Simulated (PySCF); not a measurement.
## Electronic structure of C$_{4}$H$_{11}$NO$_{2}$Si in real space

The calculation's input:

```
{"job": {"kind": "nmr", "xc": "PBE0", "basis": "pcSseg-1"}, "charge": 0, "multiplicity": 1}
C      3.693764     0.316846    -0.312816
O      2.385622    -0.007299     0.025514
Si     1.059198     0.711921    -0.542186
O     -0.040880    -0.100258     0.307057
C     -1.425587     0.035318     0.198624
C     -2.083667    -0.694493     1.371790
C     -1.910448    -0.564656    -1.089442
N     -2.863606    -0.050866    -1.717723
H      3.847126     0.252833    -1.392892
H      3.937923     1.332756     0.007419
H      4.359638    -0.387293     0.187240
H      0.921213     0.530455    -1.992534
H      1.023700     2.146950    -0.242683
H     -1.708130     1.095015     0.217782
H     -1.822048    -1.749329     1.341383
H     -1.721746    -0.273414     2.305421
H     -3.162619    -0.584408     1.315907
H     -1.355936    -1.466036    -1.381099
H     -3.143323    -0.534791    -2.568732
```

Launched as:

```sh
OMP_NUM_THREADS=1 python probes_run.py task.json out
```

Geometry: GFN2-xTB.

These are results of PBE0/pcSseg-1, SCF density, gas phase, non-relativistic in PySCF, not measurements.

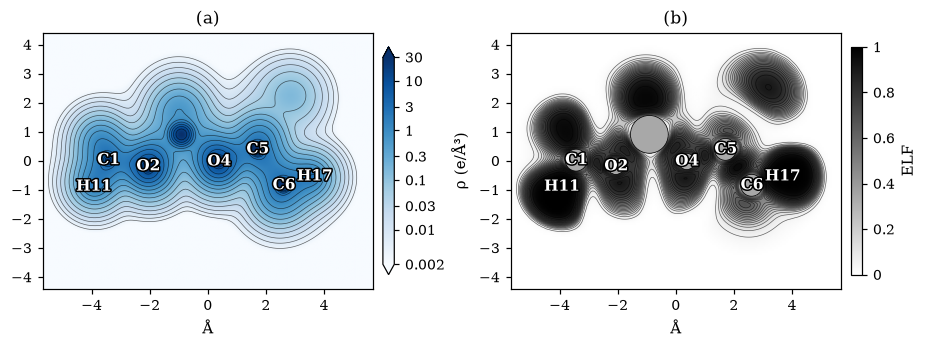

Figure 1. (a) electron density; (b) ELF on the plane of atoms O4, C5 and C6. Grey discs cover the atomic cores in the ELF map.

### Interpret the plot.

The section cuts through C, O and H sites. C–O (1.39 Å): ρ is about 2.1 e/Å³ halfway, with its minimum of 1.8 e/Å³ about 0.5 Å from C; the ELF peaks at about 0.90 between the atoms; a shared but strongly polarised pair. C–C (1.53 Å): the density is about 1.6 e/Å³ at the midpoint; the ELF peaks at about 0.95 between the atoms: a covalent bond. C–H (1.09 Å): the density is about 2 e/Å³ at the midpoint; the ELF climbs to about 1 towards the hydrogen, as it does in any bond to H (a covalent bond by its length). The ELF also peaks beside O2 and O4, away from the bonds: lone-pair regions.

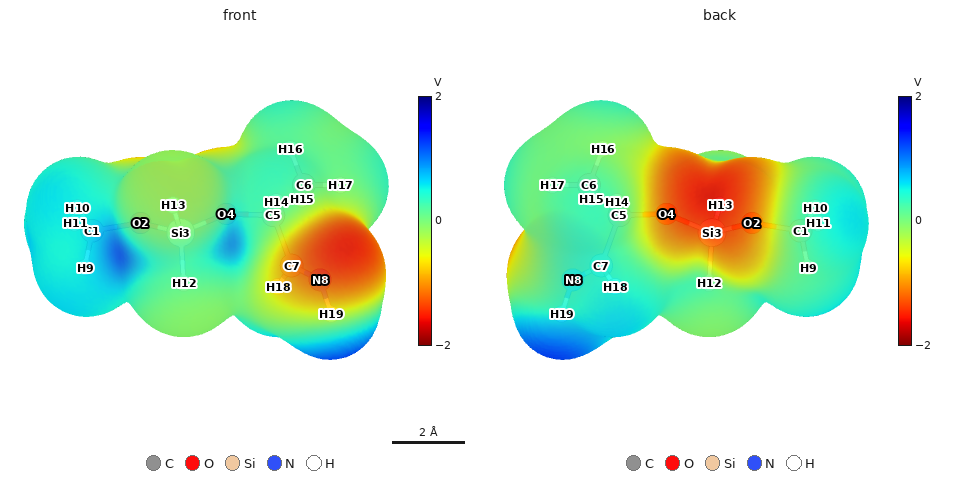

Figure 2. The electrostatic potential painted on the density surface at 0.001 e/bohr³, seen from the front and from behind; red is negative and blue positive.

### Which sites attract a positive test charge, and which a negative one?

A positive charge is drawn to the negative regions and a negative charge to the positive ones. The most negative region (about −1.6 V) lies over O2, O4 and N8, the most positive (about +1.2 V) over Si3 and H19.
